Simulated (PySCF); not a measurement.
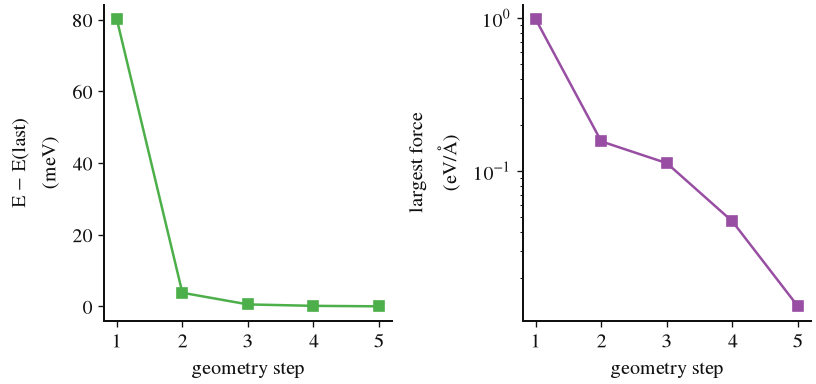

History of a geometry optimisation.

- system: H4NP (SMILES N=[PH3])
- method: PBE0-D3(BJ)/def2-SVP, geometry optimisation (PySCF 2.14.0, density fitting)

How did it end, and what did it gain?

Answer. The optimisation met its thresholds at geometry 5, counting the start as the first. The energy fell by about 80 meV from the first step to the last. The largest force goes from about 0.98 eV/Å at the start to 0.013 eV/Å at the end.
